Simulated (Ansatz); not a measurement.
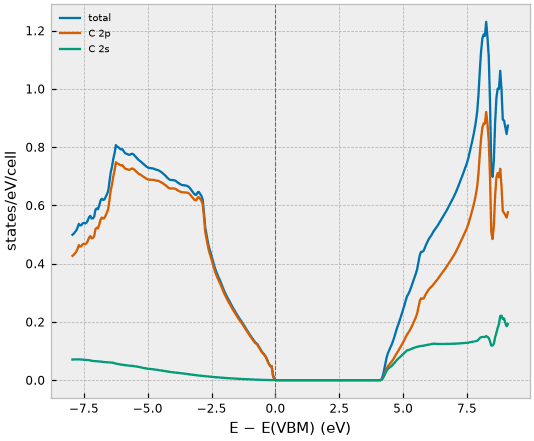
Figure: Total and projected density of states of C (diamond, Fd-3m), DFT-PBE in the program Ansatz with PAW potentials

Which orbitals carry the states next to the gap?

Top 1 eV of the valence band: C 2p 98 %. Bottom 1 eV of the conduction band: C 2p 53 %, C 2s 39 %, outside the projected shells 9 %. Projections are on Löwdin-orthogonalised atomic valence shells; empty p or d shells of many metals are not among them.

Where is the tallest occupied peak in this window, and what makes it?

Near -6.2 eV, about 0.81 states/eV per cell; the largest projected share is C 2p.

Symmetry was held in the PBE relaxation.

Potentials: the later of the program's two PAW sets.
